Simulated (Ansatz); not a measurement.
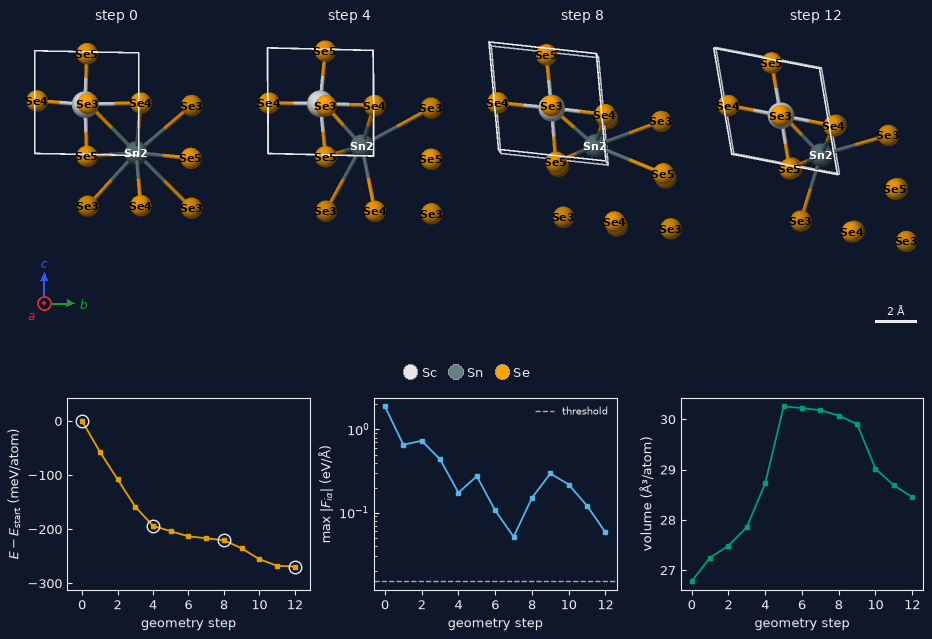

Frames of a relaxation of solid ScSnSe$_{3}$ (built on the cubic perovskite type) (coarse preliminary run), marked on the history of the run. A ball-and-stick model of the cell of the calculation, seen along the a axis.

Theory: Ansatz, DFT PBE, scalar-relativistic, plane waves, PAW. Settings: plane-wave cutoff 420 eV; k-point mesh 6 × 6 × 6; occupations gaussian; smearing width 0.1 eV; no spin polarisation; cell and atoms relaxed; force threshold 0.015 eV/Å; at most 120 steps.

**What happens along the run?**

The run was cut off at its time limit before the relaxation converged, so the last structure is only a point on the way. The atom that moves furthest relative to the cell is the Sn atom (1.10 Å along [0 −1 1]). Largest moves by element: Sn 1.10 Å, Sc 0.33 Å, Se 0.32 Å. The volume changes by +6.2 %, with a 5.126 → 5.355 Å (+4.5 %), b 5.144 → 5.329 Å (+3.6 %), c 5.083 → 5.325 Å (+4.8 %), α 91.1° → 110.6°, β 89.4° → 90.0°, γ 87.9° → 89.9°. Among the contacts that change: Se–Sn 3.876 → 6.016 Å, Se–Sn 3.655 → 4.984 Å, Se–Sn 3.527 → 4.817 Å, Se–Sn 3.812 → 4.995 Å. Among the angles between lasting bonds that change: Se–Sc–Se 86.2° → 111.0°, Se–Sc–Se 89.5° → 69.6°, Se–Sc–Se 88.0° → 69.2°. The space group stays P1 (No. 1). The energy falls by 269 meV per atom in 12 geometry steps. The largest force component goes from 1.9 to 0.058 eV/Å. The pressure goes from 2.17 to 0.66 GPa. Cost: 20 min on 1 thread of Arm Neoverse V1 (shared host), peak memory 0.77 GiB. From step 0 to 4: the Sn atom moves most (0.67 Å), volume +7.3 %, energy −194 meV per atom. From step 4 to 8: the Sn atom moves most (0.39 Å), volume +4.7 %, energy −26.6 meV per atom. From step 8 to 12: the Sn atom moves most (0.39 Å), volume −5.4 %, energy −48.8 meV per atom.
